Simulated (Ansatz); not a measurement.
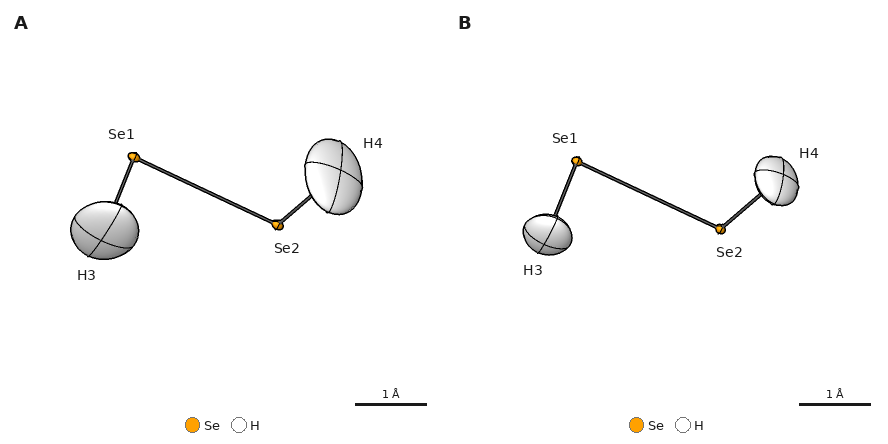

Displacement ellipsoids at the 50 % level, scaled by 1.5, from the internal vibrations of the free molecule (harmonic, no overall translation or rotation; no half-axis is drawn under 0.075 Å). Vibrations computed with RKS PBE0-D4/def2-TZVP (Ansatz 0.2.0). One panel is for 298 K, the other for 900 K.

Question: Which panel is for 900 K?

Answer: A.

Question: How much does the mean-square displacement of H3 grow, and why?

Answer: U_eq goes from 0.0202 to 0.0413 Å², a factor of 2.0. Modes below kT (626 cm⁻¹ at 900 K) grow about in proportion to T, and the lowest lies at 302 cm⁻¹; the mean-square amplitude of a mode is its zero-point value times coth(ħω/2kT), which comes close to 1 only above about 3kT.
